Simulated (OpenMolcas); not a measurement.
# Run report: Dy²⁺ complex, multiconfigurational calculation (part 2 of 2)

Continued. System: Dy²⁺ with 8 ligands (F; cube, 2.51 Å), embedded in SrF2 by model potentials and point charges, whose field is part of the energies. Method: state-averaged CASSCF, active space 10 electrons in the shell 4f, basis ANO-RCC-VDZP on the metal and ANO-RCC-VDZP on the ligands, DKH2 scalar Hamiltonian, spin-orbit coupling by RASSI with atomic mean-field integrals (OpenMolcas).

**Log (extracts), continued**
```
--- RASSI ---
SPIN-FREE ENERGIES:
  (Shifted by EMIN (a.u.) =     -12944.6570503164)

 SF State       Relative EMIN(au)   Rel lowest level(eV)    D:o, cm**(-1)

     1             0.0000000000        0.0000000000              0.0000
     2             0.0004435259        0.0120689544             97.3427
     3             0.0004435259        0.0120689544             97.3427
     4             0.0004435259        0.0120689544             97.3427
     5             0.0004961886        0.0135019796            108.9008
     6             0.0006675781        0.0181657252            146.5165
     7             0.0006675781        0.0181657252            146.5165
     8             0.0006675781        0.0181657252            146.5165
     9             0.0019290331        0.0524916647            423.3738
    10             0.0019290331        0.0524916647            423.3738
    11             0.0022448191        0.0610846401            492.6808
    12             0.0022448191        0.0610846401            492.6808
    13             0.0022448191        0.0610846401            492.6808
    14             0.0746498207        2.0313251045          16383.7419
    15             0.0757239398        2.0605533751          16619.4838
    16             0.0758843814        2.0649192135          16654.6966
    17             0.0758843814        2.0649192135          16654.6966
    18             0.0758843814        2.0649192135          16654.6966
    19             0.0759294594        2.0661458474          16664.5901
    20             0.0759294594        2.0661458474          16664.5901
    21             0.0759294594        2.0661458474          16664.5901
    33             0.0894273065        2.4334409774          19627.0251
    34             0.0894273065        2.4334409774          19627.0251
    35             0.0894273065        2.4334409774          19627.0251
    36             0.0894528184        2.4341351931          19632.6243
    37             0.0894528184        2.4341351931          19632.6243
    38             0.0894619037        2.4343824161          19634.6183
    39             0.0894619037        2.4343824161          19634.6183
    40             0.0894619037        2.4343824161          19634.6183
    41             0.0897323589        2.4417418768          19693.9764
    42             0.0897323589        2.4417418768          19693.9764
    43             0.0897323589        2.4417418768          19693.9764
    44             0.0897397981        2.4419443082          19695.6091
    45             0.0897424725        2.4420170807          19696.1961
    46             0.0897424725        2.4420170807          19696.1961
    47             0.0897424725        2.4420170807          19696.1961
    48             0.1139296150        3.1001827597          25004.6603
    49             0.1139296150        3.1001827597          25004.6603
    50             0.1139296150        3.1001827597          25004.6603
    51             0.1139858035        3.1017117250          25016.9922
Eigenvalues of complex Hamiltonian:
   -----------------------------------
  (Shifted by EMIN (a.u.) =     -12944.6570503164)

 SO State       Relative EMIN(au)   Rel lowest level(eV)    D:o, cm**(-1)

     1            -0.0294844865        0.0000000003              0.0000
     2            -0.0294844866        0.0000000000              0.0000
     3            -0.0294815245        0.0000806013              0.6501
     4            -0.0294815245        0.0000806006              0.6501
     5            -0.0294815245        0.0000806009              0.6501
     6            -0.0293459906        0.0037686681             30.3964
     7            -0.0293459906        0.0037686678             30.3964
     8            -0.0293459905        0.0037686683             30.3964
     9            -0.0284932161        0.0269738440            217.5587
    10            -0.0284932161        0.0269738438            217.5587
    11            -0.0284412132        0.0283889138            228.9720
    12            -0.0284412132        0.0283889142            228.9720
    13            -0.0284412132        0.0283889133            228.9720
    14            -0.0283827560        0.0299796149            241.8019
    15            -0.0282559913        0.0334290577            269.6235
    16            -0.0282559914        0.0334290573            269.6235
    17            -0.0282559914        0.0334290573            269.6235
    18            -0.0098242303        0.5349828277           4314.9275
    19            -0.0098242303        0.5349828274           4314.9275
    20            -0.0098242303        0.5349828279           4314.9275
    21            -0.0097488597        0.5370337649           4331.4694
    22            -0.0097488597        0.5370337651           4331.4694
    23            -0.0097088695        0.5381219535           4340.2463
    24            -0.0097088695        0.5381219533           4340.2463
    25            -0.0097088695        0.5381219528           4340.2463
    26            -0.0095400613        0.5427154595           4377.2954
    27            -0.0094534825        0.5450713895           4396.2972
    28            -0.0094534824        0.5450713898           4396.2972
    29            -0.0094534824        0.5450713896           4396.2972
    30            -0.0094003743        0.5465165359           4407.9531
    31            -0.0094003743        0.5465165368           4407.9531
    32            -0.0094003743        0.5465165362           4407.9531
    33             0.0044971620        0.9246877639           7458.1098
    34             0.0044971620        0.9246877637           7458.1098
    35             0.0044971620        0.9246877638           7458.1098
    36             0.0045116640        0.9250823833           7461.2926
    37             0.0045588742        0.9263670393           7471.6541
    38             0.0045588742        0.9263670399           7471.6541
    39             0.0045588742        0.9263670388           7471.6541
    40             0.0047125562        0.9305489381           7505.3833
    41             0.0047125561        0.9305489375           7505.3833
Weights of the five most important spin-orbit-free states for each spin-orbit state.

 SO State  Total energy (au)           Spin-free states, spin, and weights
 -------------------------------------------------------------------------------------------------------
    1        -0.029484       1 2.0  0.1875    2 2.0  0.1567    5 2.0  0.1498    7 2.0  0.1399    4 2.0  0.1231
    2        -0.029484       1 2.0  0.1875    3 2.0  0.1656    5 2.0  0.1498    6 2.0  0.1136    8 2.0  0.1119
    3        -0.029482       1 2.0  0.2164    4 2.0  0.1990    3 2.0  0.1760    6 2.0  0.1088    8 2.0  0.0840
    4        -0.029482       2 2.0  0.2186    1 2.0  0.2164    3 2.0  0.2128    8 2.0  0.0980    7 2.0  0.0869
    5        -0.029482       4 2.0  0.2324    1 2.0  0.2164    2 2.0  0.1564    7 2.0  0.1059    8 2.0  0.0769
    6        -0.029346       5 2.0  0.2485    8 2.0  0.2174    6 2.0  0.1821    4 2.0  0.0828    7 2.0  0.0782
    7        -0.029346       6 2.0  0.2646    5 2.0  0.2485    7 2.0  0.1795    2 2.0  0.0796    4 2.0  0.0732
    8        -0.029346       5 2.0  0.2485    8 2.0  0.2267    7 2.0  0.2201    3 2.0  0.0834    2 2.0  0.0725
    9        -0.028493      12 2.0  0.1813    9 2.0  0.1276   10 2.0  0.1276    5 2.0  0.0919    1 2.0  0.0882
   10        -0.028493      13 2.0  0.1491   11 2.0  0.1420    9 2.0  0.1276   10 2.0  0.1276    5 2.0  0.0919
   11        -0.028441       9 2.0  0.2043   12 2.0  0.1804   10 2.0  0.1343    4 2.0  0.0897   11 2.0  0.0686
   12        -0.028441      10 2.0  0.2605   13 2.0  0.1778    2 2.0  0.0915    9 2.0  0.0781   12 2.0  0.0771
```

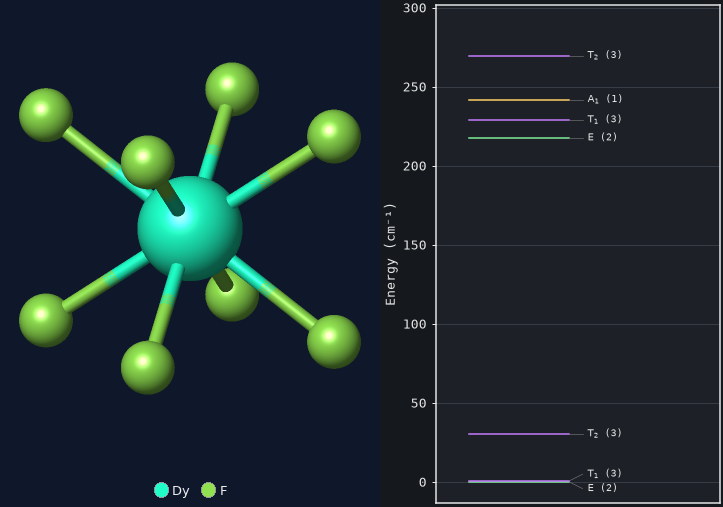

Fig. 1: Dy²⁺ (4f¹⁰) as a dopant in SrF₂, a cluster with its 8 nearest F⁻ at 2.510 Å (cube) embedded in model potentials and point charges; the geometry was set, not optimised, and its levels. Labels give the representation in O, Td, D4 or D3 as the site allows (double group for half-integer spin) where it could be assigned and, in brackets, the degeneracy; spin-free states, where drawn, share the zero of the spin-orbit levels. The ground level is E, doubly degenerate, 95 % from states of spin multiplicity 5 (of the 210 states of multiplicity 3, 106 enter the spin-orbit step). Its principal g values are all close to zero. The next level lies at 0.65 cm⁻¹ (T₁). The lowest J multiplet spreads over 270 cm⁻¹. The active orbitals hold 100 % metal character (Löwdin), and the Mulliken charge of the metal is +1.73.

Outcome of the run: converged.
